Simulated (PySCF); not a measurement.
SMILES [Br][Sn]([Br])([NH2])[Br], PBE0/def2-SVP optimised geometry. Atoms within 1.6 Å of the plane z = 0.0 Å (x, y, z in Å): N1 (-1.03, 0.71, 0.00), Sn2 (-0.42, -1.22, 0.00), Br3 (2.05, -1.22, 0.00), H6 (-0.69, 1.22, 0.82), H7 (-2.05, 0.78, -0.02).

Level of theory: PBE0/def2-TZVP, def2 effective core potentials past Kr (PySCF). The core electrons that the potentials of Sn replace are not part of the density. Cells within 0.4 Å of a nucleus heavier than hydrogen are left out (blank, or x).

Map of the Laplacian of the electron density (e/bohr⁵), clipped to [-1.50, 1.50] on the plane z = 0.0 Å:

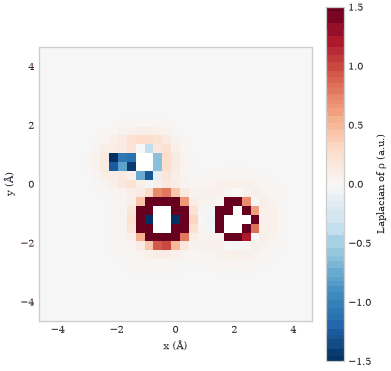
*Laplacian of the electron density (e/bohr⁵), clipped to [-1.50, 1.50] on the plane z = 0.0 Å.*
